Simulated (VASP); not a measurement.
Shape and ions are relaxed at each volume.

Energy against volume of MgF$_{2}$ (rutile). These are revTPSS meta-GGA, VASP's PBE PAW potentials (set 64) (plane waves; VASP 6.6.1) values and carry that method's errors.

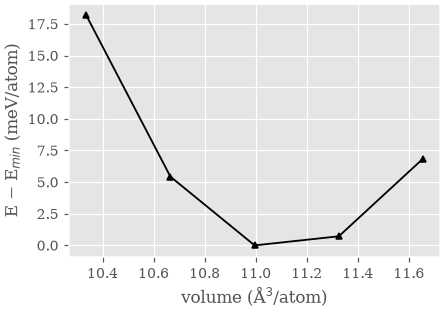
Figure: Energy against volume

**Question.** Estimate the equilibrium volume and the bulk modulus.

**Answer.** The minimum lies near 11.1 Å³/atom, and the curvature gives B0 of about 96 GPa.

The compound is MgF2 in the rutile structure. It was relaxed first.
